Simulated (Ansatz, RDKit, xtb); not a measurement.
# C3H5F3OSi: ranking a sample of isomers, part 2 of 2

Which of a sample of isomers of C3H5F3OSi is the most stable in the gas at 298.15 K, and what are its properties? The sample is small against all isomers, and the most stable one of this formula need not be in it.

xtb, Ansatz and PySCF; isolated molecules.

## (7) Harmonic analysis of the finalists

The lowest few in one piece go on as finalists. In this search the thermal terms come from GFN2-xTB at its own nearest minimum. The first, c616a:

start.xyz

```xyz
13
c616a
C     -0.933782    -1.499075    -0.283202
C     -1.451740    -0.131559     0.108260
C     -0.556880     1.041992     0.127452
F      0.138649    -1.430169    -1.080715
F     -0.591401    -2.187863     0.819710
F     -1.879066    -2.201409    -0.923916
O     -1.526291     0.816985    -0.923119
Si    -0.889784     2.539346     1.244692
H     -2.314032    -0.195675     0.787295
H      0.476846     0.859341    -0.200369
H     -0.626992     3.788506     0.478671
H     -2.312962     2.495846     1.680607
H      0.012447     2.483173     2.430525
```

Launch:

```
xtb start.xyz --gfn 2 --ohess tight
```

Output, shortened:

```text
* xtb version 6.7.1
[...]
          :  # basis functions                  43          :
[...]
          :  # electrons                        48          :
[...]
          :  Hamiltonian                  GFN2-xTB          :
[...]
          :  net charge                          0          :
          :  unpaired electrons                  0          :
[...]
   *** convergence criteria satisfied after 12 iterations ***
[...]
   *** GEOMETRY OPTIMIZATION CONVERGED AFTER 14 ITERATIONS ***
[...]
   *** convergence criteria satisfied after 3 iterations ***
[...]
         ::                     SUMMARY                     ::
         :::::::::::::::::::::::::::::::::::::::::::::::::::::
         :: total energy             -28.943782729376 Eh    ::
         :: gradient norm              0.000269202383 Eh/a0 ::
         :: HOMO-LUMO gap              5.652433558242 eV    ::
         ::.................................................::
         :: SCC energy               -29.101672424651 Eh    ::
         :: -> isotropic ES            0.072281317483 Eh    ::
         :: -> anisotropic ES          0.000617151053 Eh    ::
         :: -> anisotropic XC         -0.021354158775 Eh    ::
         :: -> dispersion             -0.008259487060 Eh    ::
         :: repulsion energy           0.157889695275 Eh    ::
         :: add. restraining           0.000000000000 Eh    ::
         :: total charge              -0.000000000000 e     ::
         :::::::::::::::::::::::::::::::::::::::::::::::::::::
[...]
        24        2.0000           -0.4286115             -11.6631 (HOMO)
        25                         -0.2208887              -6.0107 (LUMO)
[...]
molecular dipole:
                 x           y           z       tot (Debye)
 q only:        0.056       1.503       1.248
   full:       -0.000       1.199       0.983       3.941
molecular quadrupole (traceless):
[...]
          | TOTAL ENERGY              -28.943782729381 Eh   |
          | TOTAL ENTHALPY            -28.859648370992 Eh   |
          | TOTAL FREE ENERGY         -28.904542360767 Eh   |
          | GRADIENT NORM               0.000269149411 Eh/α |
[...]
```

It took 0.39 s on 2 threads of Intel Xeon Platinum 8375C at 2.90GHz (Ice Lake), shared host; peak memory 0.11 GiB.

## (8) Thermal terms of the finalists

As xtb prints them, at 298.15 K, with its own treatment of low modes:

| label | SMILES | spin | lowest mode (cm⁻¹) | zero-point (kcal/mol) | G − E (kcal/mol) |
| --- | --- | --- | --- | --- | --- |
| c616a | FC(F)(F)[C@@H]1O[C@H]1[SiH3] | singlet | 40 | 46.4 | 24.6 |
| c045a | FC(F)(F)[C@@]1([SiH3])CO1 | singlet | 34 | 46.5 | 25.1 |
| c631a | FC(F)(F)[C@@H]1O[C@@H]1[SiH3] | singlet | 29 | 46.6 | 25.2 |

## (9) The final energy

Single points at CCSD(T)/def2-SVP + MP2/def2-TZVPP - MP2/def2-SVP on the refined geometries decide the order.

c616a, CCSD(T)/def2-SVP:

input.yaml

```yaml
crystal:
  periodic: [false, false, false]
  atoms:
    - {symbol: C, position_ang: [-0.933782, -1.499075, -0.283202]}
    - {symbol: C, position_ang: [-1.451740, -0.131559, 0.108260]}
    - {symbol: C, position_ang: [-0.556880, 1.041992, 0.127452]}
    - {symbol: F, position_ang: [0.138649, -1.430169, -1.080715]}
    - {symbol: F, position_ang: [-0.591401, -2.187863, 0.819710]}
    - {symbol: F, position_ang: [-1.879066, -2.201409, -0.923916]}
    - {symbol: O, position_ang: [-1.526291, 0.816985, -0.923119]}
    - {symbol: Si, position_ang: [-0.889784, 2.539346, 1.244692]}
    - {symbol: H, position_ang: [-2.314032, -0.195675, 0.787295]}
    - {symbol: H, position_ang: [0.476846, 0.859341, -0.200369]}
    - {symbol: H, position_ang: [-0.626992, 3.788506, 0.478671]}
    - {symbol: H, position_ang: [-2.312962, 2.495846, 1.680607]}
    - {symbol: H, position_ang: [0.012447, 2.483173, 2.430525]}
basis:
  gaussian:
    orbitals: def2-SVP
correlation:
  method: ccsd_t
  frozen_orbitals: {Si: 5, F: 1, O: 1, H: 0, C: 1}
```

Launch:

```
ansatz run input.yaml --threads 2 --pin off --max-ram 5220MiB --events-out events.jsonl --progress --plain --runs-dir runs
```

Output, shortened:

```text
Warning: RAYON_NUM_THREADS=2 ignored (pool sized by the plan → 2); use --threads N
Functional definition: HF
  name "HF"
[...]
1378 factors; integrals over basis functions are off by at most 1.2e-3 eV
[...]
mean field -21173.25978596 eV, -778.1029453831 hartree, gradient 1.5e-6 eV, S^2 0.000000; 0 other end points of the search recorded, 0 dependent functions left out
12 core orbitals not correlated: weight in the atoms' cores, before any rotation towards them, 1.000 or more for the frozen orbitals, at most 0.000 for the correlated occupied ones
reference -21173.25978596 eV, -778.1029453831 hartree; 24, 24 occupied and 105, 105 virtual orbitals, 1378 factors
second order -33.41119437 eV of doubles, -0.00000000 eV of singles
cycle   1  -33.73381325 eV  change   -3.2e-1 eV  update   1.3e-1
[...]
cycle   9  -34.74565801 eV  change   -2.4e-5 eV  update   2.1e-5
perturbative correction -0.89317299 eV, -0.0328235020 hartree
Total energy: -21208.89861696 eV, -779.4126482655 hartree
```

It took 38 s on 2 threads of Intel Xeon Platinum 8375C at 2.90GHz (Ice Lake), shared host; peak memory 1.2 GiB.

## (10) c616a at MP2/def2-TZVPP

input.yaml, as its differences from that of step 9:

```diff
@@ -17,6 +17,4 @@
 basis:
-  gaussian:
-    orbitals: def2-SVP
-correlation:
-  method: ccsd_t
-  frozen_orbitals: {Si: 5, F: 1, O: 1, H: 0, C: 1}
+  gaussian: {orbitals: def2-TZVPP}
+magnetization: {spin_polarized: false}
+correlation: {method: mp2, frozen_orbitals: {Si: 5, F: 1, O: 1, H: 0, C: 1}}
```

Launch:

```
ansatz run input.yaml --threads 2 --pin off --max-ram 5220MiB --events-out events.jsonl --progress --plain --runs-dir runs
```

Output:

```text
Warning: RAYON_NUM_THREADS=2 ignored (pool sized by the plan → 2); use --threads N
[... 2 set-up lines as earlier in the session ...]
  exchange = exact_x
  correlation = 0
2054 factors; integrals over basis functions are off by at most 9.1e-4 eV
mean field evaluation 1: about -21186.6439 eV, gradient 5.0e1 eV
mean field evaluation 2: about -21187.0524 eV, gradient 5.0e1 eV
mean field evaluation 4: about -21192.2195 eV, gradient 5.4e0 eV
mean field evaluation 8: about -21192.3167 eV, gradient 4.7e-1 eV
mean field evaluation 16: about -21192.3175 eV, gradient 1.2e-6 eV
mean field -21192.31749265 eV, -778.8033031862 hartree, gradient 1.2e-6 eV, S^2 0.000000; 0 other end points of the search recorded, 0 dependent functions left out
12 core orbitals not correlated: weight in the atoms' cores, before any rotation towards them, 1.000 or more for the frozen orbitals, at most 0.000 for the correlated occupied ones
reference -21192.31749265 eV, -778.8033031862 hartree; 24, 24 occupied and 293, 293 virtual orbitals, 2054 factors
second order -43.04285630 eV of doubles, -0.00000000 eV of singles
Total energy: -21235.36034895 eV, -780.3850989796 hartree
```

It took 12 s on 2 threads of Intel Xeon Platinum 8375C at 2.90GHz (Ice Lake), shared host; peak memory 1.1 GiB.

## (11) c045a at CCSD(T)/def2-SVP

input.yaml

```yaml
crystal:
  periodic: [false, false, false]
  atoms:
    - symbol: C
      position_ang: [0.223479, -0.370233, -0.108460]
    - symbol: C
      position_ang: [-1.057499, 0.294263, 0.364270]
    - symbol: C
      position_ang: [-2.325640, -0.181582, -0.229668]
    - symbol: F
      position_ang: [0.036944, -1.633619, -0.509506]
    - symbol: F
      position_ang: [0.743900, 0.318684, -1.140563]
    - symbol: F
      position_ang: [1.145763, -0.384848, 0.869639]
    - symbol: O
      position_ang: [-1.940310, -0.586419, 1.070957]
    - symbol: Si
      position_ang: [-0.929642, 2.031530, 1.153678]
    - symbol: H
      position_ang: [-0.308268, 1.910606, 2.498593]
    - symbol: H
      position_ang: [-0.121943, 2.941149, 0.296013]
    - symbol: H
      position_ang: [-2.323548, 2.537891, 1.274126]
    - symbol: H
      position_ang: [-3.178125, 0.506985, -0.289141]
    - symbol: H
      position_ang: [-2.294788, -0.967015, -0.994203]
basis:
  gaussian:
    orbitals: def2-SVP
correlation:
  method: ccsd_t
  frozen_orbitals: {Si: 5, F: 1, O: 1, H: 0, C: 1}
```

Launch:

```
ansatz run input.yaml --threads 2 --pin off --max-ram 5220MiB --events-out events.jsonl --progress --plain --runs-dir runs
```

Output, shortened:

```text
Warning: RAYON_NUM_THREADS=2 ignored (pool sized by the plan → 2); use --threads N
[... 2 set-up lines as earlier in the session ...]
[...]
1377 factors; integrals over basis functions are off by at most 1.4e-3 eV
[...]
mean field -21173.23915304 eV, -778.1021871373 hartree, gradient 1.3e-6 eV, S^2 0.000000; 0 other end points of the search recorded, 0 dependent functions left out
12 core orbitals not correlated: weight in the atoms' cores, before any rotation towards them, 1.000 or more for the frozen orbitals, at most 0.000 for the correlated occupied ones
reference -21173.23915304 eV, -778.1021871373 hartree; 24, 24 occupied and 105, 105 virtual orbitals, 1377 factors
second order -33.47576392 eV of doubles, -0.00000000 eV of singles
cycle   1  -33.77559321 eV  change   -3.0e-1 eV  update   1.3e-1
[...]
cycle   9  -34.79558029 eV  change   -2.8e-5 eV  update   2.3e-5
perturbative correction -0.90303920 eV, -0.0331860787 hartree
Total energy: -21208.93777253 eV, -779.4140872062 hartree
```

It took 40 s on 2 threads of Intel Xeon Platinum 8375C at 2.90GHz (Ice Lake), shared host; peak memory 1.2 GiB.

## (12) The ranking

Energies in kcal/mol from c616a; G adds the thermal terms to the CCSD(T)/def2-SVP + MP2/def2-TZVPP - MP2/def2-SVP energy. The columns left of the relaxed level are at the tight-binding geometries.

| label | SMILES | spin | GFN2-xTB | HF/STO-3G | r2SCAN-D4/def2-SVP | B3LYP/def2-SVP | HF/def2-SVP | MP2/def2-SVP | CCSD(T)/def2-SVP + MP2/def2-TZVPP - MP2/def2-SVP | G | share at equilibrium | T1 |
| --- | --- | --- | --- | --- | --- | --- | --- | --- | --- | --- | --- | --- |
| c616a | FC(F)(F)[C@@H]1O[C@H]1[SiH3] | singlet | 0.0 | 0.0 | 0.0 | 0.0 | 0.0 | 0.0 | 0.0 | 0.0 | 54.0 % | 0.012 |
| c045a | FC(F)(F)[C@@]1([SiH3])CO1 | singlet | -4.1 | 0.6 | -0.6 | 0.2 | 0.5 | -1.0 | -0.4 | 0.1 | 45.8 % | 0.012 |
| c631a | FC(F)(F)[C@@H]1O[C@@H]1[SiH3] | singlet | 0.2 | 1.6 | 2.7 | 2.3 | 2.9 | 2.8 | 2.6 | 3.2 | 0.2 % | 0.012 |

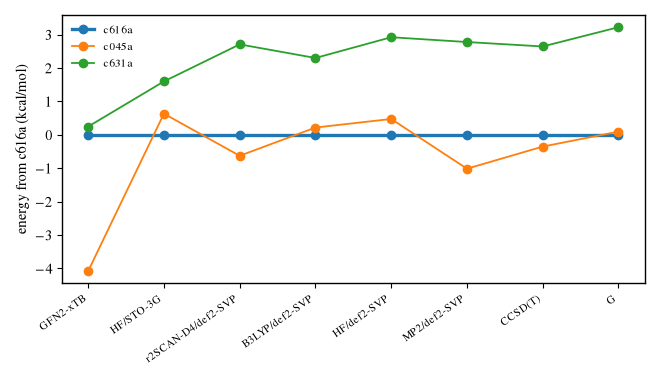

The finalists at each level, measured from c616a.

Lowest found: c616a, `FC(F)(F)[C@@H]1O[C@H]1[SiH3]`, a singlet. Bond lengths: C1–C2 1.514 Å, C2–C3 1.476 Å, C1–F4 1.338 Å, C1–F5 1.345 Å, C1–F6 1.341 Å, C2–O7 1.403 Å, C3–O7 1.447 Å, C3–Si8 1.898 Å, C2–H9 1.099 Å, C3–H10 1.100 Å, Si8–H11 1.489 Å, Si8–H12 1.489 Å, Si8–H13 1.491 Å. Some angles: C1–C2–C3 120.9°, C1–C2–O7 116.0°, C3–C2–O7 60.3°, C2–C1–F4 112.4°, C2–C1–F5 109.7°, C2–C1–F6 110.8°, F4–C1–F5 108.1°, F4–C1–F6 107.9°, F5–C1–F6 107.6°, C2–C3–O7 57.4°.

```xyz
13

C    -0.9338   -1.4991   -0.2832
C    -1.4517   -0.1316    0.1083
C    -0.5569    1.0420    0.1275
F     0.1386   -1.4302   -1.0807
F    -0.5914   -2.1879    0.8197
F    -1.8791   -2.2014   -0.9239
O    -1.5263    0.8170   -0.9231
Si   -0.8898    2.5393    1.2447
H    -2.3140   -0.1957    0.7873
H     0.4768    0.8593   -0.2004
H    -0.6270    3.7885    0.4787
H    -2.3130    2.4958    1.6806
H     0.0124    2.4832    2.4305
```

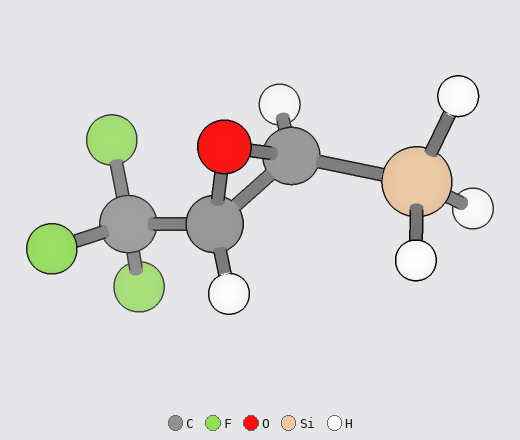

The lowest structure found, seen from a chosen angle (carbon grey, fluorine green, oxygen red, silicon light orange, hydrogen white).

## (13) What came out

What follows sums up all 2 parts.

| quantity | value |
| --- | --- |
| lowest structure found | FC(F)(F)[C@@H]1O[C@H]1[SiH3], singlet |
| next finalist | FC(F)(F)[C@@]1([SiH3])CO1, singlet, 0.1 kcal/mol higher in G |
| share at equilibrium, among the finalists | 54.0 % |
| funnel | 3 starts, 3 minima at GFN2-xTB, 5 screening runs, 3 relaxed, 3 ranked |
| CPU time of all runs | 10 min |

What this shows: The lowest structure found is `FC(F)(F)[C@@H]1O[C@H]1[SiH3]`. Its margin of 0.1 kcal/mol is inside the likely error of CCSD(T)/def2-SVP + MP2/def2-TZVPP - MP2/def2-SVP with harmonic terms (about 1.5 kcal/mol), so the order of the first two is not settled. The thermal terms turn the order: in electronic energy alone `FC(F)(F)[C@@]1([SiH3])CO1` is lowest. They come from GFN2-xTB, so the order rests on a rough term. With modes this soft, harmonic terms can't settle so small a difference. HF/STO-3G, B3LYP/def2-SVP and HF/def2-SVP already put its bonding pattern lowest among the structures in one piece; GFN2-xTB, r2SCAN-D4/def2-SVP and MP2/def2-SVP favour the singlet FC(F)(F)[C@@]1([SiH3])CO1. The largest share of the time went into the final energies (49 %). Lowest found is not proven lowest: the search is finite, and each finalist counts with one conformer. Only 3 drawn patterns were tried, so whole families of isomers are missing, and the result ranks this sample alone.
